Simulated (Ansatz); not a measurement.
The parent structure is PbTe in the rock salt structure (space group Fm-3m, No. 225; a = 6.569 Å).

One thing is altered: a negative pressure, −2 GPa.

Method: Ansatz (an electronic-structure program) PBE, without spin-orbit coupling, earlier PAW set.

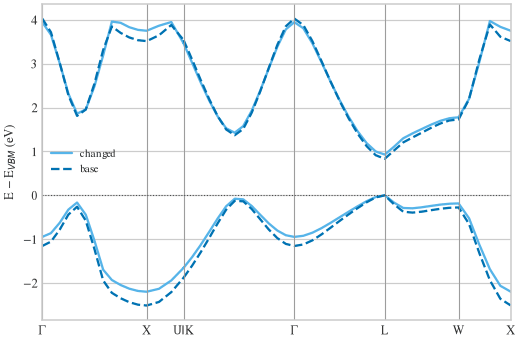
Figure. Highest valence and lowest conduction band along the path, each from its own valence-band maximum

Q: From the figure, how large is the changed gap, and is it direct?

A: About 0.9 eV, direct at L.

Spin-orbit coupling, missing from the scalar runs, can matter with Pb and Te. Load acts through the strain it causes; cell and atoms are relaxed under it. Stability against distortions was not tested.
